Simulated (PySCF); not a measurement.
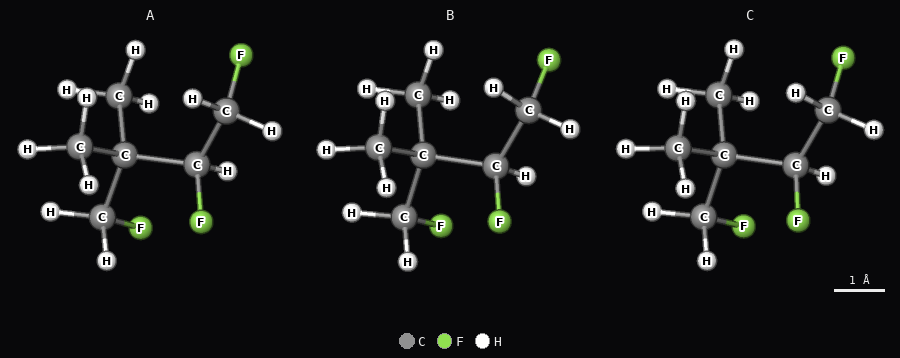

3 geometries from one relaxation of C$_{6}$H$_{11}$F$_{3}$, in shuffled order. The picture is a ball-and-stick view, seen from a free direction.

The start comes from GFN2-xTB. Its atoms were then displaced at random by about 0.01 Å.

Level of theory: PySCF, PBE0-D3(BJ)/def2-SVP geometry optimisation, gas phase. 

Put them in the order of the run, from the start to the converged end.

B, A, C. They are steps 0, 1, 7, at +0.181 eV, +0.021 eV relative to the last. An H atom moves most after the best rigid fit: 0.14 Å. Largest moves by element: H 0.14 Å, F 0.13 Å, C 0.04 Å. Among the contacts that change: C–H 1.054 → 1.103 Å, C–F 1.352 → 1.375 Å, C–H 1.125 → 1.104 Å, C–H 1.079 → 1.100 Å. Among the angles between lasting bonds that change: H–C–H 111.8° → 108.3°, F–C–H 104.9° → 108.3°, C–C–H 107.6° → 110.6°. After 7 geometry steps the energy has fallen by 0.181 eV. The run took 3.9 min on 1 thread of Arm Neoverse N1, with other jobs on the host.
